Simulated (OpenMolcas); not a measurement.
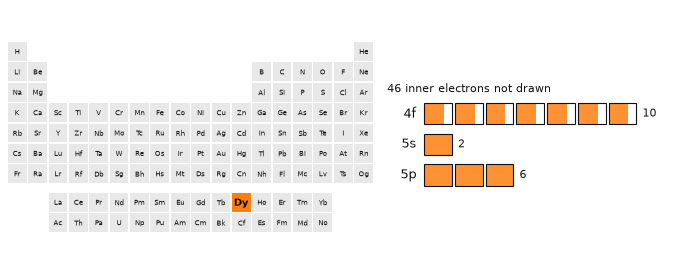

Left, the place of dysprosium in the periodic table; right, the outer shells of the leading configuration of the lowest level: a box for each of the 2l + 1 orbitals, shaded by the share of the shell that is filled, with the electron count at the right.

**Run report: Dy²⁺ complex, multiconfigurational calculation (part 1 of 2)**

- system: Dy²⁺ with 7 ligands (F; pentagonal bipyramid, 2.57 Å), neutralised by 7 outer point charges of +0.71 e, whose field is part of the energies.
- method: state-averaged CASSCF, active space 10 electrons in the shell 4f, basis ANO-RCC-VDZP on the metal and ANO-RCC-VDZP on the ligands, DKH2 scalar Hamiltonian, spin-orbit coupling by RASSI with atomic mean-field integrals (OpenMolcas)

## Results in brief

```
                                 quantity                                                                 value
                                  outcome                                                             converged
      energy of the lowest spin-free term                                                  −12845.20066 hartree
    energy of the lowest spin-orbit level                                                  −12845.23059 hartree
largest spread among components of a term                                                              0.1 cm⁻¹
                                 hardware  1 thread of Arm Neoverse V1, 24 GiB of memory available, shared host
                                wall time                                                               2.9 min
                              peak memory                                                               0.6 GiB
```

## Remarks

Without dynamic correlation the splittings between terms come out too large, often by 20 to 50 %. Caveats: high states of lower spin left out of the spin-orbit mixing; distances are set from ionic radii, not optimised; spin-free states above about 43,000 cm⁻¹ are left out of the spin-orbit step.

## Input
```
&GATEWAY
Coord
8

Dy 0.0 0.0 0.0
F 2.570000 0.000000 0.000000
F 0.794174 2.444215 0.000000
F -2.079174 1.510608 0.000000
F -2.079174 -1.510608 0.000000
F 0.794174 -2.444215 0.000000
F 0.000000 0.000000 2.647100
F 0.000000 0.000000 -2.647100
Basis=Dy.ANO-RCC-VDZP,F.ANO-RCC-VDZP
Group=NoSym
NoMove
AngMom=0.0 0.0 0.0
AMFI
RICD
XField
7 Angstrom 0
4.970000 0.000000 0.000000 0.714286
1.535815 4.726751 0.000000 0.714286
-4.020815 2.921292 0.000000 0.714286
-4.020815 -2.921292 0.000000 0.714286
1.535815 -4.726751 0.000000 0.714286
0.000000 0.000000 5.047100 0.714286
0.000000 0.000000 -5.047100 0.714286
&SEWARD
&RASSCF
FileOrb=start.orb
Symmetry=1
Spin=5
nActEl=10 0 0
Inactive=62
Ras2=7
CIRoot=35 35 1
SDav=35
CIMx=300
Iter=150 100
PrWF=0.3
OrbListing=Nothing
MaxOrb=0
LevShft=1.0
>>> COPY $Project.JobIph JOB001
&RASSCF
FileOrb=start.orb
Symmetry=1
Spin=3
nActEl=10 0 0
Inactive=62
Ras2=7
CIRoot=162 162 1
SDav=210
CIMx=300
Iter=150 100
PrWF=0.3
OrbListing=Nothing
MaxOrb=0
CIOnly
LevShft=1.0
>>> COPY $Project.JobIph JOB002
&RASSCF
FileOrb=start.orb
Symmetry=1
Spin=1
nActEl=10 0 0
Inactive=62
Ras2=7
CIRoot=162 162 1
SDav=196
CIMx=300
Iter=150 100
PrWF=0.3
OrbListing=Nothing
MaxOrb=0
CIOnly
LevShft=1.0
>>> COPY $Project.JobIph JOB003
&RASSI
NrOfJobIphs=3 33 106 31
1 2 3 4 5 6 7 8 9 10 11 12 13 14 15 16 17 18 19 20 21 22 23 24 25 26 27
28 29 30 31 32 33
1 2 3 4 5 6 7 8 9 10 11 12 13 14 15 16 17 18 19 20 21 22 23 24 25 26 27
28 29 30 31 32 33 34 35 36 37 38 39 40 41 42 43 44 45 46 47 48 49 50 51
52 53 54 55 56 57 58 59 60 61 62 63 64 65 66 67 68 69 70 71 72 73 74 75
76 77 78 79 80 81 82 83 84 85 86 87 88 89 90 91 92 93 94 95 96 97 98 99
100 101 102 103 104 105 106
1 2 3 4 5 6 7 8 9 10 11 12 13 14 15 16 17 18 19 20 21 22 23 24 25 26 27
28 29 30 31
IphNames
JOB001
JOB002
JOB003
EJob
SpinOrbit
DIPRint=1.0
SOCoupling=1000.0
Subsets=2
Property=9
'ANGMOM' 1 'ANGMOM' 2 'ANGMOM' 3 'MLTPL  1' 1 'MLTPL  1' 2 'MLTPL  1' 3
'AMFI' 1 'AMFI' 2 'AMFI' 3
SOProperty=3
'ANGMOM' 1 'ANGMOM' 2 'ANGMOM' 3
```

The file start.orb holds starting orbitals from an earlier step. A driver script formed the levels outside the program, from RASSI's spin-orbit matrix and the active-space energies, averaged over the components of each term or state.

Launched with:
```bash
OMP_NUM_THREADS=1 MOLCAS_MEM=2457 MOLCAS_PROJECT=a pymolcas a.inp > a.log  # once for each step of the input, in one work folder
```

## Log (extracts)
```
--- SEWARD ---
Basis set label: DY.ANO-RCC...7S6P4D2F1G.

      Electronic valence basis set:
      ------------------
      Associated Effective Charge  66.000000 au
      Associated Actual Charge     66.000000 au
      Nuclear Model: Point charge

      Shell  nPrim  nBasis  Cartesian Spherical Contaminant
         s      25       7        X
         p      22       6        X
         d      15       4                 X
         f      11       2                 X
         g       4       1                 X
                  Relativistic Douglas-Kroll-Hess integrals:
                    - DKH order of Hamiltonian: 2
                    - DKH order of Properties : 0
                  Atomic mean-field integrals
--- RASSCF ---
Wave function specifications:
      -----------------------------

      Number of closed shell electrons         124
      Number of electrons in active shells      10
      Max number of holes in RAS1 space          0
      Max nr of electrons in RAS3 space          0
      Number of inactive orbitals               62
      Number of active orbitals                  7
      Number of secondary orbitals              97
      Spin quantum number                      2.0
      State symmetry                             1
Orbital specifications:
      -----------------------

      Symmetry species                           1
                                                 a
      Frozen orbitals                            0
      Inactive orbitals                         62
      Active orbitals                            7
      RAS1 orbitals                              0
      RAS2 orbitals                              7
      RAS3 orbitals                              0
      Secondary orbitals                        97
      Deleted orbitals                           0
      Number of basis functions                166
      Number of CSFs                            35
      Number of root(s) required                35
      Iter CI   SX   CI       RASSCF       Energy    max ROT     max BLB   max BLB  Level Ln srch  Step   QN
          iter iter root      energy       change     param      element    value   shift minimum  type update
 Nr of preliminary CI iterations:   1
      Total energies have been shifted. Add               -12000.00 au
        1   1   10    0  -844.23416706    0.00E+00  -6.72E-02   30 105 1 -3.75E-01*  0.85   0.00    SX    NO
        2   1   11    0  -845.06665170   -8.32E-01* -2.19E-02   30 105 1 -8.84E-02*  0.72   0.00    SX    NO
        3   1   11    0  -845.11442590   -4.78E-02* -1.05E-02   65  77 1 -5.01E-02*  0.82   0.00    SX    NO
        4   1   10    0  -845.12099735   -6.57E-03* -8.25E-03   63  75 1  3.96E-02*  0.75   0.00    SX    NO
        5   1   10    0  -845.12316166   -2.16E-03* -3.34E-03   65  77 1 -3.42E-02*  0.81   0.66    QN   YES
        6   1   10    0  -845.12498156   -1.82E-03*  2.08E-03   67  79 1 -5.33E-03*  0.79   1.35    QN   YES
        7   1    8    0  -845.12536370   -3.82E-04*  1.57E-03   68  80 1  2.06E-03*  0.78   1.35    QN   YES
        8   1    8    0  -845.12543668   -7.30E-05*  1.01E-03   68  80 1  1.37E-03*  0.78   1.29    QN   YES
        9   1    8    0  -845.12544906   -1.24E-05*  8.46E-04   69  74 1  7.77E-04*  0.78   1.42    QN   YES
       10   1    7    0  -845.12545280   -3.74E-06*  6.91E-04   69  74 1  5.28E-04*  0.78   1.47    QN   YES
       11   1    7    0  -845.12545419   -1.39E-06*  5.54E-04   69  74 1  3.19E-04*  0.78   1.54    QN   YES
       12   1    7    0  -845.12545482   -6.26E-07*  3.45E-04   69  74 1  1.50E-04*  0.78   1.50    QN   YES
       13   1    6    0  -845.12545506   -2.45E-07*  1.31E-04   57  72 1  5.75E-05   0.78   1.44    QN   YES
       14   1    6    0  -845.12545514   -8.13E-08*  2.05E-05   68  80 1  3.11E-05   0.78   1.16    QN   YES
       15   1    5    0  -845.12545516   -1.23E-08*  3.95E-06   54 149 1 -1.61E-05   0.78   1.22    QN   YES
       16   1    4    0  -845.12545516   -2.84E-09  -1.02E-06   54 149 1 -4.34E-06   0.78   1.04    QN   YES
      Convergence after 16 iterations
       17   1    4    0  -845.12545516   -2.61E-09  -1.02E-06   57  72 1 -1.24E-06   0.78   1.04    QN   YES
      Natural orbitals and occupation numbers for root  1
      sym 1:   1.273136   1.671147   1.162422   1.786589   1.162422   1.671147   1.273136
      Natural orbitals and occupation numbers for root  2
      sym 1:   1.226527   1.411593   1.588407   1.773473   1.035447   1.581871   1.382682
      Natural orbitals and occupation numbers for root  3
      sym 1:   1.382681   1.773473   1.035447   1.411593   1.588407   1.581871   1.226527
::    RASSCF root number  1 Total energy: -12845.20066493
::    RASSCF root number  2 Total energy: -12845.20060138
::    RASSCF root number  3 Total energy: -12845.20060138
::    RASSCF root number  4 Total energy: -12845.20041336
::    RASSCF root number  5 Total energy: -12845.20041336
::    RASSCF root number  6 Total energy: -12845.20012410
::    RASSCF root number  7 Total energy: -12845.20012410
::    RASSCF root number  8 Total energy: -12845.19992908
::    RASSCF root number  9 Total energy: -12845.19992908
::    RASSCF root number 10 Total energy: -12845.19980909
::    RASSCF root number 11 Total energy: -12845.19980909
::    RASSCF root number 12 Total energy: -12845.19963656
::    RASSCF root number 13 Total energy: -12845.19963352
::    RASSCF root number 14 Total energy: -12845.12627679
::    RASSCF root number 15 Total energy: -12845.12627679
::    RASSCF root number 16 Total energy: -12845.12547704
::    RASSCF root number 17 Total energy: -12845.12523649
::    RASSCF root number 18 Total energy: -12845.12523649
::    RASSCF root number 19 Total energy: -12845.12514426
::    RASSCF root number 20 Total energy: -12845.12509547
::    RASSCF root number 21 Total energy: -12845.12509547
::    RASSCF root number 22 Total energy: -12845.08344429
::    RASSCF root number 23 Total energy: -12845.08344429
::    RASSCF root number 24 Total energy: -12845.08311558
::    RASSCF root number 25 Total energy: -12845.08311558
::    RASSCF root number 26 Total energy: -12845.08244115
::    RASSCF root number 27 Total energy: -12845.08244115
::    RASSCF root number 28 Total energy: -12845.08239333
::    RASSCF root number 29 Total energy: -12845.08239333
::    RASSCF root number 30 Total energy: -12845.08213708
--- RASSCF ---
Wave function specifications:
      -----------------------------

      Number of closed shell electrons         124
      Number of electrons in active shells      10
      Max number of holes in RAS1 space          0
      Max nr of electrons in RAS3 space          0
      Number of inactive orbitals               62
      Number of active orbitals                  7
      Number of secondary orbitals              97
      Spin quantum number                      1.0
      State symmetry                             1
Orbital specifications:
      -----------------------

      Symmetry species                           1
                                                 a
      Frozen orbitals                            0
      Inactive orbitals                         62
      Active orbitals                            7
      RAS1 orbitals                              0
      RAS2 orbitals                              7
      RAS3 orbitals                              0
      Secondary orbitals                        97
      Deleted orbitals                           0
      Number of basis functions                166
      Number of CSFs                           210
      Number of root(s) required               162
      Iter CI   SX   CI       RASSCF       Energy    max ROT     max BLB   max BLB  Level Ln srch  Step   QN
          iter iter root      energy       change     param      element    value   shift minimum  type update
 Nr of preliminary CI iterations:   1
        1   1    0    0-12845.02438749    0.00E+00   0.00E+00   63  75 1 -8.69E-03*  0.00   0.00    SX    NO
      Natural orbitals and occupation numbers for root  1
      sym 1:   1.394432   1.423054   1.469493   1.425484   1.469493   1.423609   1.394435
      Natural orbitals and occupation numbers for root  2
      sym 1:   1.394435   1.423609   1.469493   1.425484   1.469493   1.423054   1.394432
      Natural orbitals and occupation numbers for root  3
      sym 1:   1.439384   1.444289   1.397028   1.438599   1.397028   1.444289   1.439384
::    RASSCF root number  1 Total energy: -12845.11175201
::    RASSCF root number  2 Total energy: -12845.11175201
::    RASSCF root number  3 Total energy: -12845.11159509
::    RASSCF root number  4 Total energy: -12845.11158599
::    RASSCF root number  5 Total energy: -12845.11158599
::    RASSCF root number  6 Total energy: -12845.11155975
::    RASSCF root number  7 Total energy: -12845.11155975
::    RASSCF root number  8 Total energy: -12845.11153566
::    RASSCF root number  9 Total energy: -12845.11153566
::    RASSCF root number 10 Total energy: -12845.11152114
::    RASSCF root number 11 Total energy: -12845.11152114
::    RASSCF root number 12 Total energy: -12845.11148261
::    RASSCF root number 13 Total energy: -12845.11148261
::    RASSCF root number 14 Total energy: -12845.11147461
::    RASSCF root number 15 Total energy: -12845.11146806
::    RASSCF root number 16 Total energy: -12845.08732888
::    RASSCF root number 17 Total energy: -12845.08727881
::    RASSCF root number 18 Total energy: -12845.08727881
::    RASSCF root number 19 Total energy: -12845.08708538
::    RASSCF root number 20 Total energy: -12845.08708538
::    RASSCF root number 21 Total energy: -12845.08673466
::    RASSCF root number 22 Total energy: -12845.08673466
::    RASSCF root number 23 Total energy: -12845.08648606
::    RASSCF root number 24 Total energy: -12845.08648268
::    RASSCF root number 25 Total energy: -12845.08644194
::    RASSCF root number 26 Total energy: -12845.08644194
::    RASSCF root number 27 Total energy: -12845.07753595
::    RASSCF root number 28 Total energy: -12845.07753595
::    RASSCF root number 29 Total energy: -12845.07750662
::    RASSCF root number 30 Total energy: -12845.07749840
--- RASSCF ---
Wave function specifications:
      -----------------------------

      Number of closed shell electrons         124
      Number of electrons in active shells      10
      Max number of holes in RAS1 space          0
      Max nr of electrons in RAS3 space          0
      Number of inactive orbitals               62
      Number of active orbitals                  7
      Number of secondary orbitals              97
      Spin quantum number                      0.0
      State symmetry                             1
Orbital specifications:
      -----------------------

      Symmetry species                           1
                                                 a
      Frozen orbitals                            0
      Inactive orbitals                         62
      Active orbitals                            7
      RAS1 orbitals                              0
      RAS2 orbitals                              7
      RAS3 orbitals                              0
      Secondary orbitals                        97
      Deleted orbitals                           0
      Number of basis functions                166
      Number of CSFs                           196
      Number of root(s) required               162
      Iter CI   SX   CI       RASSCF       Energy    max ROT     max BLB   max BLB  Level Ln srch  Step   QN
          iter iter root      energy       change     param      element    value   shift minimum  type update
 Nr of preliminary CI iterations:   1
        1   1    0    0-12844.94935916    0.00E+00   0.00E+00   63  75 1 -1.52E-02*  0.00   0.00    SX    NO
      Natural orbitals and occupation numbers for root  1
      sym 1:   1.216239   1.497632   1.355483   1.860934   1.355483   1.497632   1.216596
      Natural orbitals and occupation numbers for root  2
      sym 1:   1.216239   1.497632   1.355483   1.860934   1.355483   1.497632   1.216596
      Natural orbitals and occupation numbers for root  3
      sym 1:   1.316634   1.314601   1.815486   1.106296   1.815486   1.314864   1.316634
::    RASSCF root number  1 Total energy: -12845.05790775
::    RASSCF root number  2 Total energy: -12845.05790775
::    RASSCF root number  3 Total energy: -12845.05788161
::    RASSCF root number  4 Total energy: -12845.05788161
::    RASSCF root number  5 Total energy: -12845.05771851
::    RASSCF root number  6 Total energy: -12845.05771851
::    RASSCF root number  7 Total energy: -12845.05749652
::    RASSCF root number  8 Total energy: -12845.05749591
::    RASSCF root number  9 Total energy: -12845.05727657
::    RASSCF root number 10 Total energy: -12845.05727657
::    RASSCF root number 11 Total energy: -12845.05709553
::    RASSCF root number 12 Total energy: -12845.05709553
::    RASSCF root number 13 Total energy: -12845.05696725
::    RASSCF root number 14 Total energy: -12845.05696725
::    RASSCF root number 15 Total energy: -12845.05689280
::    RASSCF root number 16 Total energy: -12845.05689280
::    RASSCF root number 17 Total energy: -12845.05686863
::    RASSCF root number 18 Total energy: -12845.04158526
::    RASSCF root number 19 Total energy: -12845.04158526
::    RASSCF root number 20 Total energy: -12845.04102435
::    RASSCF root number 21 Total energy: -12845.04102435
::    RASSCF root number 22 Total energy: -12845.04072063
::    RASSCF root number 23 Total energy: -12845.02968901
::    RASSCF root number 24 Total energy: -12845.02939452
::    RASSCF root number 25 Total energy: -12845.02939452
::    RASSCF root number 26 Total energy: -12845.02864793
::    RASSCF root number 27 Total energy: -12845.02864793
::    RASSCF root number 28 Total energy: -12845.02836046
::    RASSCF root number 29 Total energy: -12845.02836046
::    RASSCF root number 30 Total energy: -12845.02805534
```

(Continued in part 2.)
